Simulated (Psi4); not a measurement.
# SiH2 (SMILES [SiH2]): B3LYP/aug-cc-pVDZ (sweep point 6)

What is the vertical ionisation energy of SiH2 at B3LYP/aug-cc-pVDZ (sweep point 6)? The job is set up through a Python script.

The calculation is run with Psi4 1.11.

4 further runs of the same task are left out: 4 set aside as unsound or not needed.

### 1 The system as given

The species is SiH2 (3 atoms), meant as a singlet with charge 0. As SMILES, `[SiH2]`. Geometry: relaxed at PBE0-D4/def2-TZVP.

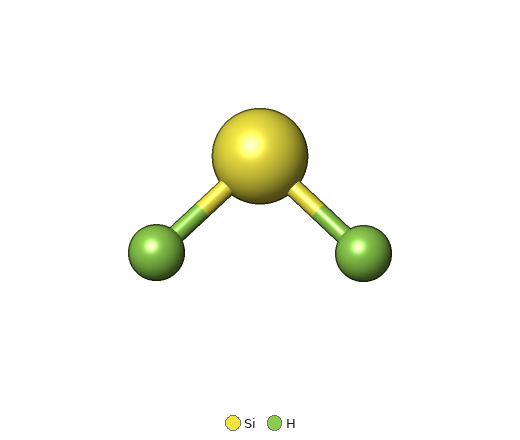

The structure, seen from a chosen angle (silicon yellow, hydrogen green).

### 2 A single-point energy at B3LYP/aug-cc-pVDZ (sweep point 6)

The input, run.py:

```python
import psi4

psi4.set_memory(1600000000)
psi4.set_num_threads(1)
psi4.set_output_file('run.log', False)

mol = psi4.geometry("""
Si    -0.491200     0.468600    -0.213600
H      0.840300     0.578600     0.522500
H     -0.349100    -1.047200    -0.308900
symmetry c1
""")

psi4.set_options(dict(basis='aug-cc-pVDZ', reference='rks', puream=True, scf_type='pk', dft_radial_points=99, dft_spherical_points=590))

result = psi4.energy("b3lyp")
print(f'b3lyp energy: {result:.10f} Eh')
for k, v in sorted(psi4.core.scalar_variables().items()):
    print(f'{k:45s} {v:18.10f}')
```

Started as:

```console
python run.py
```

run.log:

```text
[...]
  Running in c1 symmetry.
[...]
  Nuclear repulsion =    9.956246036569164
[...]
  Multiplicity = 1
[...]
  Nalpha       = 8
  Nbeta        = 8
[...]
    Number of basis functions: 45
[...]
   @RKS iter   1:  -290.60537886094545   -3.64585e-01   3.69900e-03 DIIS/ADIIS
[...]
   @RKS iter   6:  -290.63161264699232   -6.51243e-08   2.31141e-07 DIIS
[...]
    Orbital Energies [Eh]
    ---------------------
    Doubly Occupied:
       1A    -66.166488     2A     -5.307721     3A     -3.672247
       4A     -3.663419     5A     -3.660735     6A     -0.512180
       7A     -0.330239     8A     -0.246672
[...]
  @RKS Final Energy:  -290.63161264699232
   => Energetics <=
    Nuclear Repulsion Energy =              9.9562460365691638
    One-Electron Energy =                -421.6561232093054059
    Two-Electron Energy =                 138.4604354377210882
    DFT Exchange-Correlation Energy =     -17.3921709119771322
    Empirical Dispersion Energy =           0.0000000000000000
    VV10 Nonlocal Energy =                  0.0000000000000000
    Total Energy =                       -290.6316126469922665
[...]
 Multipole Moments:
 ------------------------------------------------------------------------------------
     Multipole            Electronic (a.u.)      Nuclear  (a.u.)        Total (a.u.)
 ------------------------------------------------------------------------------------
 L = 1.  Multiply by 2.5417464519 to convert [e a0] to [Debye]
 Dipole X            :         -1.3631470            1.3986185            0.0354715
 Dipole Y            :          1.2031427           -1.2344223           -0.0312796
 Dipole Z            :         -0.0000000            0.0000000           -0.0000000
 Magnitude           :                                                    0.0472931
[...]
```

On the terminal:

```text
b3lyp energy: -290.6316126470 Eh
CURRENT ENERGY                                   -290.6316126470
CURRENT REFERENCE ENERGY                         -290.6316126470
DD SOLVATION ENERGY                                 0.0000000000
DFT FUNCTIONAL TOTAL ENERGY                      -290.6316126470
DFT TOTAL ENERGY                                 -290.6316126470
DFT VV10 ENERGY                                     0.0000000000
DFT XC ENERGY                                     -17.3921709120
GRID ELECTRONS ALPHA                                8.0000000916
GRID ELECTRONS BETA                                 8.0000000916
GRID ELECTRONS TOTAL                               16.0000001832
NUCLEAR REPULSION ENERGY                            9.9562460366
ONE-ELECTRON ENERGY                              -421.6561232093
PCM POLARIZATION ENERGY                             0.0000000000
PE ENERGY                                           0.0000000000
SCF ITERATION ENERGY                             -290.6316126470
SCF ITERATIONS                                      6.0000000000
SCF TOTAL ENERGY                                 -290.6316126470
TWO-ELECTRON ENERGY                               138.4604354377
XC GRID RADIAL POINTS                              99.0000000000
XC GRID SPHERICAL POINTS                          590.0000000000
XC GRID TOTAL POINTS                           171163.0000000000
```

Run time: 5.1 s. Hardware: 1 thread of AMD EPYC 7R43 (Zen 3), shared host; peak memory 0.52 GiB.

### 3 The doublet cation

The input, job.py:

```python
import psi4

psi4.set_memory('1600 MB')
psi4.set_num_threads(1)
psi4.set_output_file('h2si.out', False)

geom = psi4.geometry("""
1 2
Si    -0.491200     0.468600    -0.213600
H      0.840300     0.578600     0.522500
H     -0.349100    -1.047200    -0.308900
symmetry c1
""")

psi4.set_options({
    'reference': 'uks',
    'puream': True,
    'scf_type': 'pk',
    'dft_radial_points': 99,
    'dft_spherical_points': 590,
    'maxiter': 100,
})

energy_value, wavefunction = psi4.energy('b3lyp/aug-cc-pVDZ', molecule=geom, return_wfn=True)
print(f'b3lyp/aug-cc-pVDZ energy: {energy_value:.10f} Eh')
```

Started as:

```console
python job.py
```

h2si.out:

```text
[...]
  Running in c1 symmetry.
[...]
  Nuclear repulsion =    9.956246036569164
[...]
  Multiplicity = 2
[...]
  Nalpha       = 8
  Nbeta        = 7
[...]
    Number of basis functions: 45
[...]
   @UKS iter   1:  -290.26402498675770   -2.32315e-02   2.93033e-03 DIIS/ADIIS
[...]
   @UKS iter   7:  -290.28332381898468   -7.80537e-08   3.70915e-07 DIIS
[...]
   @S^2 Observed:                7.530224605E-01
[...]
    Orbital Energies [Eh]
    ---------------------
    Alpha Occupied:
       1A    -66.519253     2A     -5.654190     3A     -4.018012
       4A     -4.013148     5A     -4.006987     6A     -0.816237
       7A     -0.617398     8A     -0.573344
    Alpha Virtual:
       9A     -0.400745    10A     -0.244203    11A     -0.189264
      12A     -0.141079    13A     -0.123414    14A     -0.114452
      15A     -0.110550    16A     -0.109535    17A     -0.106464
      18A     -0.098230    19A     -0.047214    20A     -0.041734
      21A      0.036134    22A      0.059428    23A      0.076009
      24A      0.089450    25A      0.130393    26A      0.143928
[...]
  @UKS Final Energy:  -290.28332381898468
   => Energetics <=
    Nuclear Repulsion Energy =              9.9562460365691638
    One-Electron Energy =                -416.4475274050639655
    Two-Electron Energy =                 133.3780283471523660
    DFT Exchange-Correlation Energy =     -17.1700707976422677
    Empirical Dispersion Energy =           0.0000000000000000
    VV10 Nonlocal Energy =                  0.0000000000000000
    Total Energy =                       -290.2833238189846838
[...]
 Multipole Moments:
 ------------------------------------------------------------------------------------
     Multipole            Electronic (a.u.)      Nuclear  (a.u.)        Total (a.u.)
 ------------------------------------------------------------------------------------
 L = 1.  Multiply by 2.5417464519 to convert [e a0] to [Debye]
 Dipole X            :         -1.4522468            1.3986185           -0.0536284
 Dipole Y            :          1.2817556           -1.2344223            0.0473334
 Dipole Z            :          0.0000000            0.0000000            0.0000000
 Magnitude           :                                                    0.0715293
[...]
```

On the terminal:

```text
b3lyp/aug-cc-pVDZ energy: -290.2833238190 Eh
```

It took 7.2 s on 1 thread of AMD EPYC 7R43 (Zen 3), shared host; peak memory 0.54 GiB.

### 4 What came out

Level: B3LYP/aug-cc-pVDZ (sweep point 6).

```
                                          quantity          value
                        singlet SiH2: total energy  -290.63161 Eh
                       singlet SiH2: dipole moment         0.12 D
                         singlet SiH2: HOMO energy       -6.71 eV
                         singlet SiH2: LUMO energy       -3.36 eV
                       singlet SiH2: HOMO–LUMO gap        3.35 eV
                      doublet cation: total energy  -290.28332 Eh
doublet cation: HOMO energy (highest over α and β)      -15.60 eV
 doublet cation: LUMO energy (lowest over α and β)      -12.24 eV
                              doublet cation: ⟨S²⟩          0.753
vertical ionisation energy (to the doublet cation)       9.477 eV
```

What this shows: Removing an electron at fixed nuclei costs 9.48 eV (219 kcal/mol). The negative HOMO energy of the first species, 6.71 eV, lies 2.77 eV below that difference.
